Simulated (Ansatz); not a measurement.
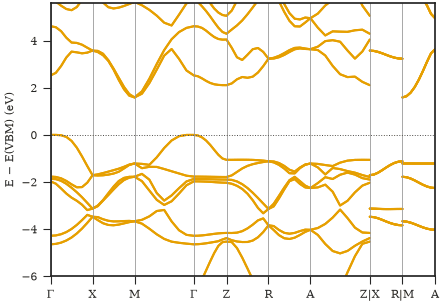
Band structure from r²SCAN+D4 with spin–orbit coupling (plane waves, PAW; program Ansatz)

The gap is 1.59 eV; an edge lies off the plotted path or next to a special point (maximum on the M–Γ line, 93 % of the way from M, minimum on the X–M line, 98 % of the way from X).

The material is PbO in space group P4/nmm (No. 129; Pb on 2c, O on 2a).

The r²SCAN+D4 relaxation kept the symmetry of its start; of distortions, only those at the zone centre were tested.

Potentials: the later of the program's two PAW sets.
